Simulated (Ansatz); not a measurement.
Reaction (SMILES): C=CF → F[C]=C + H atom
B3LYP-D3(BJ)/def2-TZVP geometries, fixed; electronic energies without zero-point terms.
Largest species:
```
C
C 1 1.3174
F 1 1.3475 2 122.16
H 2 1.0798 1 119.40 3 180.00
H 2 1.0810 4 119.01 1 180.00
H 1 1.0823 2 126.09 4 0.00
```

Basis-set convergence of the bond dissociation energy at HF with Ansatz (a first-principles code). Cartesian d functions, on some or all atoms, in 6-31G*, 6-31+G*; all else is spherical. An unrestricted Hartree-Fock determinant is markedly spin-contaminated. Open shells are unrestricted. No added dispersion term, no relativity. Functions are those of the species that has most. Reference: the value in aug-pcseg-3, 92.53 kcal/mol, itself unsure by roughly 0.10 kcal/mol (its mean distance from aug-cc-pVQZ, def2-QZVPPD, pcseg-3). Deviations are taken from unrounded values.

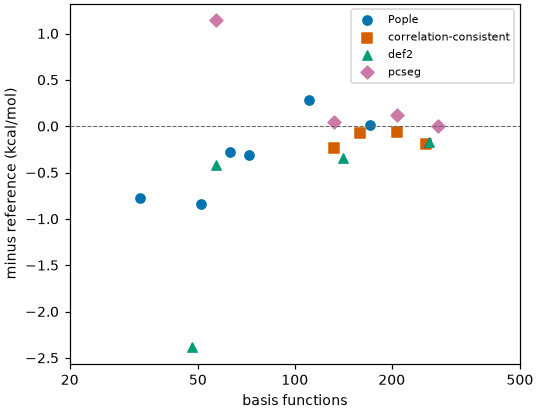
Fig. 1. Deviation from the reference against the number of basis functions, by family of sets.

| basis | functions | bond dissociation energy (kcal/mol) | minus reference (kcal/mol) |
|---|---|---|---|
| 3-21G | 33 | 91.75 | -0.78 |
| def2-SV(P) | 48 | 90.15 | -2.38 |
| 6-31G* | 51 | 91.69 | -0.84 |
| def2-SVP | 57 | 92.12 | -0.41 |
| pcseg-1 | 57 | 93.68 | 1.14 |
| 6-31+G* | 63 | 92.26 | -0.28 |
| 6-311G** | 72 | 92.22 | -0.31 |
| 6-311++G(2d,2p) | 111 | 92.82 | 0.29 |
| cc-pVTZ | 132 | 92.30 | -0.24 |
| pcseg-2 | 132 | 92.57 | 0.04 |
| def2-TZVPD | 141 | 92.18 | -0.35 |
| jun-cc-pV(T+d)Z | 159 | 92.46 | -0.07 |
| 6-311++G(3df,3pd) | 171 | 92.55 | 0.02 |
| aug-cc-pVTZ | 207 | 92.47 | -0.06 |
| aug-pcseg-2 | 207 | 92.65 | 0.12 |
| cc-pVQZ | 255 | 92.34 | -0.19 |
| def2-QZVPP | 261 | 92.36 | -0.17 |
| pcseg-3 | 279 | 92.54 | 0.00 |
